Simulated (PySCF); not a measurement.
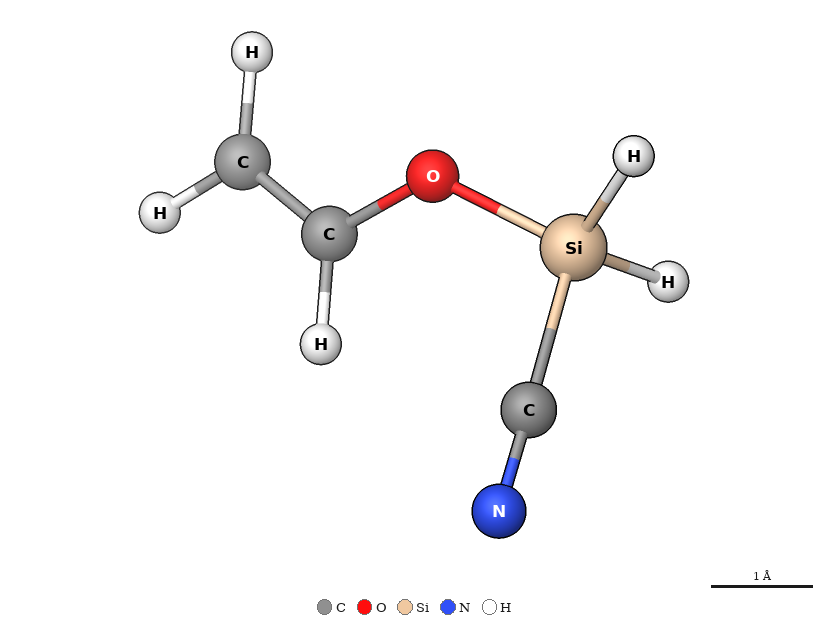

A ball-and-stick model of a molecule. Every bond is drawn as one stick, whatever its order.

Give the formula.

Answer. C₃H₅NOSi, 11 atoms: 3 carbon, 5 hydrogen, 1 nitrogen, 1 oxygen and 1 silicon.

Name some functional groups or characteristic bonds that it holds.

Answer. Among them: nitrile, alkene, Si–H bond, Si–O bond.

Give the symmetry (Schoenflies symbol).

Answer. C1.

More results for the same structure follow; atom numbers are the same in all pictures, views and colours differ. The geometry was computed by an optimisation with PBE0-D3(BJ)/def2-SVP. No frequency run is at hand to confirm it as a minimum.

**Shape**

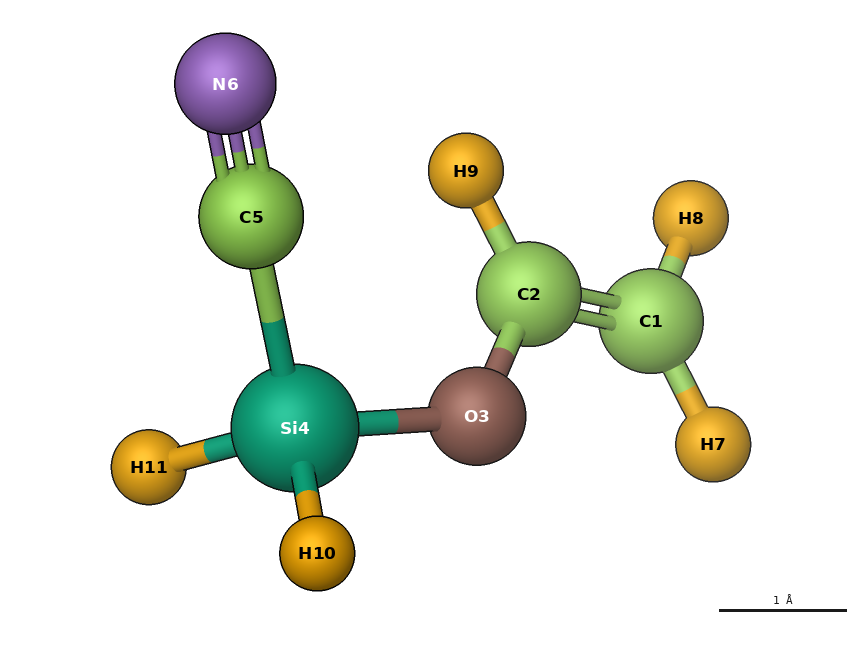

The atoms are numbered. No frequency run is at hand to confirm it as a minimum.

Give the bond lengths.

```tsv
bond	length (Å)	order
C1–C2	1.330	double
C1–H7	1.092	single
C1–H8	1.090	single
C2–O3	1.360	single
C2–H9	1.098	single
O3–Si4	1.658	single
Si4–C5	1.864	single
Si4–H10	1.479	single
Si4–H11	1.486	single
C5–N6	1.160	triple
```

**Charges**

The questions are on Mulliken charges. No frequency run is at hand to confirm it as a minimum. Method: PBE0/6-31G, gas phase (PySCF 2.14.0).

Which atom carries the highest charge (most positive or least negative)?

Answer. Si4 (1.01 e).

And the lowest?

Answer. O3 (−0.74 e).

Give the Mulliken charges atom by atom.

```
atom  value (e)
  C1      −0.38
  C2       0.16
  O3      −0.74
 Si4       1.01
  C5      −0.14
  N6      −0.26
  H7       0.18
  H8       0.17
  H9       0.18
 H10      −0.08
 H11      −0.10
```

**NMR shielding**

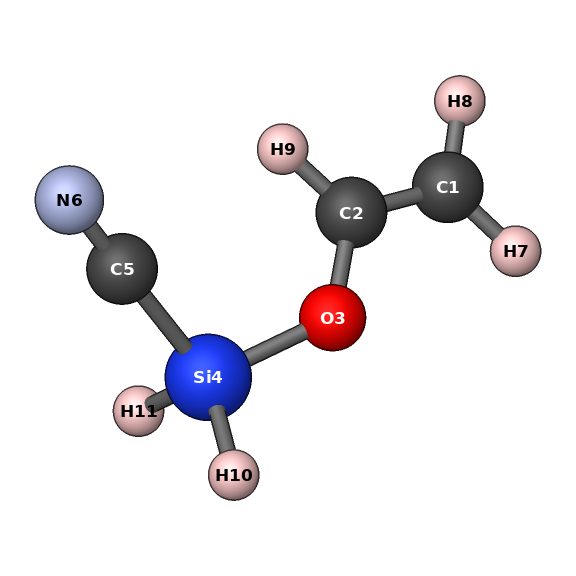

No frequency run is at hand to confirm it as a minimum. Method: GIAO BHandHLYP/pcSseg-2 NMR shielding, non-relativistic, gas phase (PySCF 2.14.0). Principal shieldings σ11 ≤ σ22 ≤ σ33, span Ω = σ33 − σ11, skew κ = 3(σiso − σ22)/Ω.

Give the shielding tensors of the O atoms.

```csv
atom,σ11,σ22,σ33,σiso,Ω,κ
O3,170.4,242.0,300.9,237.8,130.5,−0.10
```

Shieldings and span in ppm.

**Dipole moment**

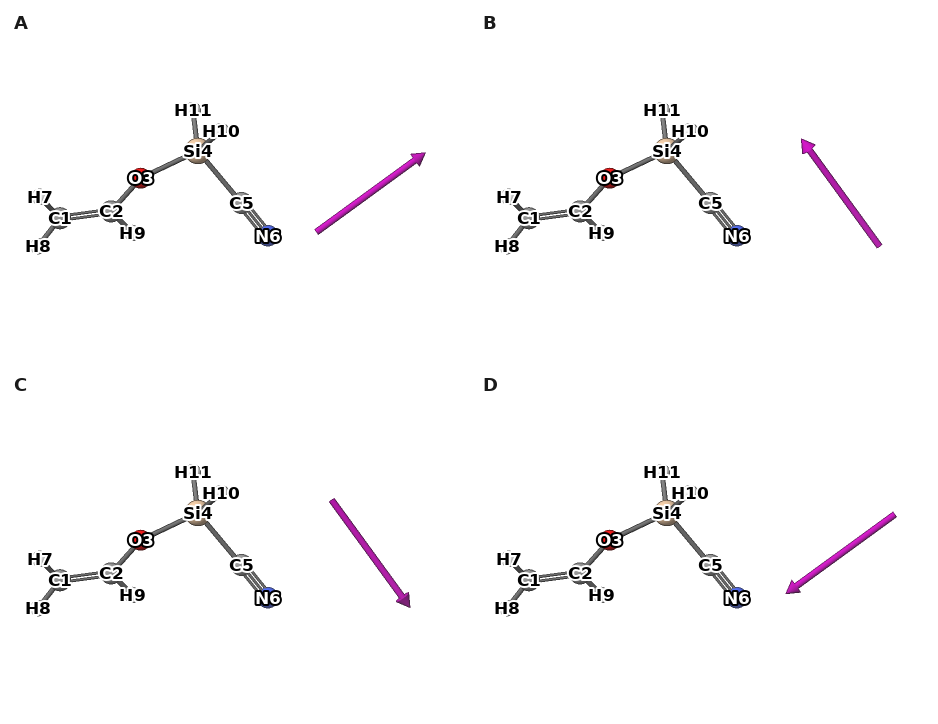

The same molecule four times, each with an arrow. No frequency run is at hand to confirm it as a minimum. Level of theory: ωB97X-D/pcSseg-2, gas phase (PySCF 2.14.0).

Which arrow points along the dipole moment, from the negative to the positive end?

Answer. B. The dipole moment is 2.73 D; it points from the side of N6 to the side of H7 (the outermost atoms at the two ends).

Mulliken values depend strongly on the basis set and can even reverse the polarity of a bond.
